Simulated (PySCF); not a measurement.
# CO2 (carbon dioxide): levels of theory compared

Wanted: a comparison of 6 runs (HF/3-21G, PBE/3-21G, PBE0/6-31G, B3LYP/6-31G*, TPSSh/def2-SVP) of CO2 (carbon dioxide). Input form: a Python script.

The results are computed with PySCF 2.14.0.

### Step 1. The system as given

The species is CO2 (3 atoms), meant as a singlet with charge 0. As SMILES, `O=C=O`. The shape is that of a GFN2-xTB optimisation.

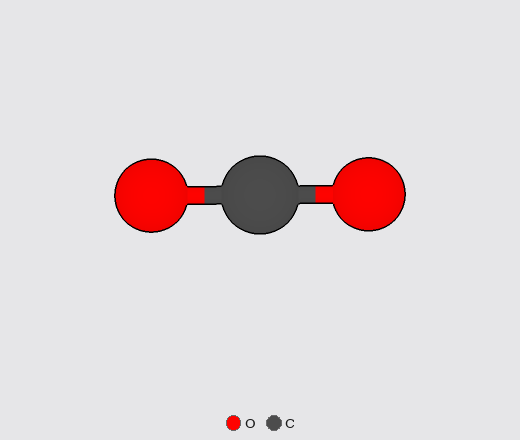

The structure, seen from a chosen angle (oxygen red, carbon dark grey).

### Step 2. Energy and forces at HF/3-21G (run 1)

Input file input.py:

```python
from pyscf import gto

molecule = gto.M(
    atom='O 0.367370 -1.079490 0.087210; C 0.000170 0.000090 0.000100; O -0.367540 1.079400 -0.087300',
    spin=0,
    verbose=3,
    basis='3-21g',
    max_memory=1860,
)

hf = molecule.RHF()
hf.conv_tol = 1e-10
hf.kernel()
if not hf.converged:
    hf = hf.newton().run(hf.mo_coeff, hf.mo_occ)

e_final = hf.e_tot
print('E = %.10f Eh' % e_final)
grad = hf.nuc_grad_method().kernel()
dip = hf.dip_moment()
pop, q = hf.mulliken_pop()
```

Started as:

```console
$ OMP_NUM_THREADS=1 python input.py
```

The log of the run:

```text
converged SCF energy = -186.560587979683
E = -186.5605879797 Eh
--------------- RHF gradients ---------------
         x                y                z
0 O    -0.0095105169     0.0278328885    -0.0022684169
1 C     0.0000170959     0.0001605614     0.0000241934
2 O     0.0094934210    -0.0279934499     0.0022442235
----------------------------------------------
Dipole moment(X, Y, Z, Debye):  0.00085,  0.00079,  0.00052
 ** Mulliken pop  **
pop of  0 O 1s            1.98759
pop of  0 O 2s            0.43840
pop of  0 O 3s            1.52356
pop of  0 O 2px           0.70595
pop of  0 O 2py           0.66839
pop of  0 O 2pz           0.71055
pop of  0 O 3px           0.87993
pop of  0 O 3py           0.72735
pop of  0 O 3pz           0.89873
pop of  1 C 1s            1.98732
pop of  1 C 2s            0.48923
pop of  1 C 3s            0.20234
pop of  1 C 2px           0.44561
pop of  1 C 2py           0.72994
pop of  1 C 2pz           0.41044
pop of  1 C 3px           0.32321
pop of  1 C 3py          -0.03663
pop of  1 C 3pz           0.36771
pop of  2 O 1s            1.98759
pop of  2 O 2s            0.43840
pop of  2 O 3s            1.52354
pop of  2 O 2px           0.70586
pop of  2 O 2py           0.66855
pop of  2 O 2pz           0.71052
pop of  2 O 3px           0.87978
pop of  2 O 3py           0.72747
pop of  2 O 3pz           0.89868
 ** Mulliken atomic charges  **
charge of    0O =     -0.54044
charge of    1C =      1.08084
charge of    2O =     -0.54040
```

Run time: 1.2 s. Hardware: 1 thread of Intel Xeon at 2.70GHz, shared host; peak memory 0.12 GiB.

### Step 3. Energy and forces at PBE/3-21G (run 2)

Input file job.py:

```python
# O=C=O
from pyscf import gto, dft

mol = gto.Mole()
mol.atom = [
    ('O', (0.367370, -1.079490, 0.087210)),
    ('C', (0.000170, 0.000090, 0.000100)),
    ('O', (-0.367540, 1.079400, -0.087300)),
]
mol.max_memory = 1860
mol.verbose = 4
mol.basis = '3-21g'
mol.spin = 0
mol.build()

mf = dft.RKS(mol, xc='pbe')
mf.conv_tol = 1e-10
mf.grids.level = 5
mf.kernel()
if not mf.converged:
    mf = mf.newton().run(mf.mo_coeff, mf.mo_occ)

energy = mf.e_tot
print('Final energy', energy)
grad = mf.nuc_grad_method().kernel()
mf.analyze()
```

Started as:

```console
$ OMP_NUM_THREADS=1 python job.py
```

The log of the run:

```text
PySCF version 2.14.0

[INPUT] num. atoms = 3
[INPUT] num. electrons = 22
[INPUT] charge = 0
[INPUT] spin (= nelec alpha-beta = 2S) = 0
[INPUT] symmetry False subgroup None
[INPUT] Mole.unit = angstrom
[INPUT] Symbol           X                Y                Z      unit          X                Y                Z       unit  Magmom
[INPUT]  1 O      0.367370000000  -1.079490000000   0.087210000000 AA    0.694228686381  -2.039940454207   0.164803015323 Bohr   0.0
[INPUT]  2 C      0.000170000000   0.000090000000   0.000100000000 AA    0.000321253441   0.000170075351   0.000188972612 Bohr   0.0
[INPUT]  3 O     -0.367540000000   1.079400000000  -0.087300000000 AA   -0.694549939823   2.039770378856  -0.164973090675 Bohr   0.0

nuclear repulsion = 59.2289582621296
number of shells = 15
number of NR pGTOs = 45
number of NR cGTOs = 27
basis = 3-21g
ecp = {}

[... 55 lines left out ...]
Final energy -187.32893902889973
[... 13 lines left out ...]
One-electron Energy =                 -373.013566138546594
[... 2 lines left out ...]
DFT Exchange-Correlation Energy =      -22.327172423141167
[... 4 lines left out ...]
MO #3   energy= -10.0022629659325  occ= 2
[... 2 lines left out ...]
MO #6   energy= -0.468845726151414 occ= 2
[... 2 lines left out ...]
MO #9   energy= -0.431196941065962 occ= 2
[... 2 lines left out ...]
MO #12  energy= 0.0211433717636749 occ= 0
[... 2 lines left out ...]
MO #15  energy= 0.472704876041665  occ= 0
[... 2 lines left out ...]
MO #18  energy= 0.891051116929468  occ= 0
[... 2 lines left out ...]
MO #21  energy= 1.31454007990044   occ= 0
MO #22  energy= 1.39292719401601   occ= 0
MO #23  energy= 1.45004013016353   occ= 0
MO #24  energy= 1.53391093226293   occ= 0
MO #25  energy= 1.53391097213385   occ= 0
MO #26  energy= 2.91413543956407   occ= 0
MO #27  energy= 3.49504206539701   occ= 0
 ** Mulliken pop on meta-lowdin orthogonal AOs  **
 ** Mulliken pop  **
pop of  0 O 1s            1.99956
pop of  0 O 2s            1.66498
pop of  0 O 3s            0.00693
pop of  0 O 2px           1.52861
pop of  0 O 2py           1.48227
pop of  0 O 2pz           1.53427
pop of  0 O 3px           0.00241
pop of  0 O 3py           0.00385
pop of  0 O 3pz           0.00224
pop of  1 C 1s            1.99949
pop of  1 C 2s            0.77329
pop of  1 C 3s            0.01257
pop of  1 C 2px           0.91515
pop of  1 C 2py           0.85269
pop of  1 C 2pz           0.92287
pop of  1 C 3px           0.00972
pop of  1 C 3py           0.06059
pop of  1 C 3pz           0.00343
pop of  2 O 1s            1.99956
pop of  2 O 2s            1.66493
pop of  2 O 3s            0.00693
pop of  2 O 2px           1.52846
pop of  2 O 2py           1.48249
pop of  2 O 2pz           1.53421
pop of  2 O 3px           0.00241
pop of  2 O 3py           0.00385
pop of  2 O 3pz           0.00224
 ** Mulliken atomic charges  **
charge of    0O =     -0.22513
charge of    1C =      0.45020
charge of    2O =     -0.22508
Dipole moment(X, Y, Z, Debye):  0.00041,  0.00047,  0.00026
```

Run time: 4.2 s. Hardware: 1 thread of Intel Xeon at 2.70GHz, shared host; peak memory 0.33 GiB.

Run 3 isn't shown in full; the table further down has it.

### Step 4. Energy and gradient at B3LYP/6-31G(d) (spherical functions) (run 4)

Input file calc.py:

```python
import pyscf.grad
from pyscf import gto, dft

mol = gto.Mole()
mol.atom = 'O 0.367370 -1.079490 0.087210; C 0.000170 0.000090 0.000100; O -0.367540 1.079400 -0.087300'
mol.verbose = 4
mol.spin = 0
mol.basis = '6-31g*'
mol.max_memory = 1860
mol.build()

mf = dft.RKS(mol)
mf.xc = 'b3lyp'
mf.conv_tol = 1e-10
mf.grids.level = 5
mf.kernel()
if not mf.converged:
    mf = mf.newton().run(mf.mo_coeff, mf.mo_occ)

energy = mf.e_tot
print('Final energy', energy)
grad = mf.Gradients().kernel()
dip = mf.dip_moment()
pop, q = mf.mulliken_pop()
```

Started as:

```console
$ OMP_NUM_THREADS=1 python calc.py
```

The log of the run:

```text
PySCF version 2.14.0

[INPUT] num. atoms = 3
[INPUT] num. electrons = 22
[INPUT] charge = 0
[INPUT] spin (= nelec alpha-beta = 2S) = 0
[INPUT] symmetry False subgroup None
[INPUT] Mole.unit = angstrom
[INPUT] Symbol           X                Y                Z      unit          X                Y                Z       unit  Magmom
[INPUT]  1 O      0.367370000000  -1.079490000000   0.087210000000 AA    0.694228686381  -2.039940454207   0.164803015323 Bohr   0.0
[INPUT]  2 C      0.000170000000   0.000090000000   0.000100000000 AA    0.000321253441   0.000170075351   0.000188972612 Bohr   0.0
[INPUT]  3 O     -0.367540000000   1.079400000000  -0.087300000000 AA   -0.694549939823   2.039770378856  -0.164973090675 Bohr   0.0

nuclear repulsion = 59.2289582621296
number of shells = 18
number of NR pGTOs = 81
number of NR cGTOs = 42
basis = 6-31g*
ecp = {}

[... 51 lines left out ...]
converged SCF energy = -188.574658664567
Final energy -188.57465866456747
[... 10 lines left out ...]
Dipole moment(X, Y, Z, Debye):  0.00057,  0.00063,  0.00036
[... 7 lines left out ...]
pop of  0 O 3px           0.56749
pop of  0 O 3py           0.42546
pop of  0 O 3pz           0.58500
pop of  0 O 3dxy          0.01084
pop of  0 O 3dyz          0.01104
pop of  0 O 3dz^2         0.00290
pop of  0 O 3dxz          0.00134
pop of  0 O 3dx2-y2       0.00981
pop of  1 C 1s            1.99734
pop of  1 C 2s            0.69314
pop of  1 C 3s            0.11069
pop of  1 C 2px           0.59945
pop of  1 C 2py           0.79958
pop of  1 C 2pz           0.57470
pop of  1 C 3px           0.20080
pop of  1 C 3py           0.03673
pop of  1 C 3pz           0.22110
pop of  1 C 3dxy          0.04328
pop of  1 C 3dyz          0.04850
pop of  1 C 3dz^2         0.00880
pop of  1 C 3dxz          0.00590
pop of  1 C 3dx2-y2       0.03560
pop of  2 O 1s            1.99735
pop of  2 O 2s            0.93213
pop of  2 O 3s            0.88707
pop of  2 O 2px           0.97146
pop of  2 O 2py           0.93420
pop of  2 O 2pz           0.97612
pop of  2 O 3px           0.56737
pop of  2 O 3py           0.42555
pop of  2 O 3pz           0.58496
pop of  2 O 3dxy          0.01084
pop of  2 O 3dyz          0.01104
pop of  2 O 3dz^2         0.00290
pop of  2 O 3dxz          0.00135
pop of  2 O 3dx2-y2       0.00982
 ** Mulliken atomic charges  **
charge of    0O =     -0.31223
charge of    1C =      0.62439
charge of    2O =     -0.31216
```

Wall time 6.6 s (1 thread of Intel Xeon at 2.70GHz, shared host); peak memory 0.45 GiB.

Run 5 isn't shown in full; the table further down has it.

### Step 5. Energy and gradient at B3LYP/6-31G(d) (Cartesian functions) (run 6)

Input file mol.xyz:

```xyz
3

O      0.367370    -1.079490     0.087210
C      0.000170     0.000090     0.000100
O     -0.367540     1.079400    -0.087300
```

Input file input.py:

```python
from pyscf import gto, dft

mol = gto.Mole()
mol.atom = 'mol.xyz'
mol.cart = True
mol.max_memory = 1860
mol.spin = 0
mol.verbose = 3
mol.basis = '6-31g*'
mol.build()

mf = dft.RKS(mol, xc='b3lyp')
mf.grids.level = 5
mf.conv_tol = 1e-10
mf.kernel()
if not mf.converged:
    mf = mf.newton().run(mf.mo_coeff, mf.mo_occ)

e_final = mf.e_tot
print('Final energy', e_final)
grad = mf.nuc_grad_method().kernel()
dip = mf.dip_moment()
pop, q = mf.mulliken_pop()
```

Started as:

```console
$ OMP_NUM_THREADS=1 python input.py
```

The log of the run:

```text
converged SCF energy = -188.578117690031
Final energy -188.57811769003084
--------------- RKS gradients ---------------
         x                y                z
0 O    -0.0193435218     0.0567444470    -0.0046017105
1 C    -0.0000000284     0.0001643410     0.0000156833
2 O     0.0193435627    -0.0569087949     0.0045860502
----------------------------------------------
Dipole moment(X, Y, Z, Debye):  0.00057,  0.00063,  0.00036
 ** Mulliken pop  **
pop of  0  O 1s           1.99244
pop of  0  O 2s           0.92017
pop of  0  O 3s           0.96455
pop of  0  O 2px          0.97210
pop of  0  O 2py          0.93875
pop of  0  O 2pz          0.97617
pop of  0  O 3px          0.56803
pop of  0  O 3py          0.42684
pop of  0  O 3pz          0.58544
pop of  0  O 3dxx        -0.00686
pop of  0  O 3dxy         0.01136
pop of  0  O 3dxz         0.00134
pop of  0  O 3dyy         0.00326
pop of  0  O 3dyz         0.01107
pop of  0  O 3dzz        -0.00856
pop of  1  C 1s           1.99247
pop of  1  C 2s           0.72850
pop of  1  C 3s           0.10164
pop of  1  C 2px          0.59871
pop of  1  C 2py          0.79905
pop of  1  C 2pz          0.57394
pop of  1  C 3px          0.19739
pop of  1  C 3py          0.00736
pop of  1  C 3pz          0.22089
pop of  1  C 3dxx        -0.02406
pop of  1  C 3dxy         0.04277
pop of  1  C 3dxz         0.00589
pop of  1  C 3dyy         0.03129
pop of  1  C 3dyz         0.04842
pop of  1  C 3dzz        -0.03636
pop of  2  O 1s           1.99244
pop of  2  O 2s           0.92017
pop of  2  O 3s           0.96450
pop of  2  O 2px          0.97200
pop of  2  O 2py          0.93892
pop of  2  O 2pz          0.97614
pop of  2  O 3px          0.56791
pop of  2  O 3py          0.42693
pop of  2  O 3pz          0.58539
pop of  2  O 3dxx        -0.00685
pop of  2  O 3dxy         0.01136
pop of  2  O 3dxz         0.00135
pop of  2  O 3dyy         0.00325
pop of  2  O 3dyz         0.01106
pop of  2  O 3dzz        -0.00856
 ** Mulliken atomic charges  **
charge of    0O =     -0.35608
charge of    1C =      0.71210
charge of    2O =     -0.35601
```

Run time: 8.7 s. Hardware: 1 thread of Intel Xeon at 2.70GHz, shared host; peak memory 0.47 GiB.

### Step 6. All runs side by side

| run | level | integration grid | Cartesian functions | energy (Eh) | dipole moment (D) | HOMO energy (eV) | LUMO energy (eV) | wall time |
| --- | --- | --- | --- | --- | --- | --- | --- | --- |
| 1 | HF/3-21G | – | no | -186.560588 | 0.00 | -14.21 | 6.02 | 1.2 s |
| 2 | PBE/3-21G | 5 | no | -187.328939 | 0.00 | -8.33 | 0.58 | 4.2 s |
| 3 | PBE0/6-31G | 5 | no | -188.290691 | 0.00 | -10.51 | 0.99 | 4.8 s |
| 4 | B3LYP/6-31G* (spherical functions) | 5 | no | -188.574659 | 0.00 | -10.08 | 1.32 | 6.6 s |
| 5 | TPSSh/def2-SVP | 5 | no | -188.443114 | 0.00 | -9.58 | 0.95 | 8.4 s |
| 6 | B3LYP/6-31G* (Cartesian functions) | 5 | yes | -188.578118 | 0.00 | -10.09 | 1.31 | 8.7 s |

### Step 7. Results

| quantity | value |
| --- | --- |
| run 6: total energy | -188.57812 Eh |
| run 6: dipole moment | 0.00 D |
| run 6: HOMO energy | -10.09 eV |
| run 6: LUMO energy | 1.31 eV |
| run 6: HOMO–LUMO gap | 11.40 eV |
| run 6: largest force on an atom | 3.100 eV/Å |

In words: The HOMO–LUMO gap runs from 8.90 eV (PBE/3-21G) to 20.23 eV (HF/3-21G). Exact exchange widens orbital gaps. Totals of different functionals can't be ranked against each other. All runs together took 34 s, the longest 8.7 s.
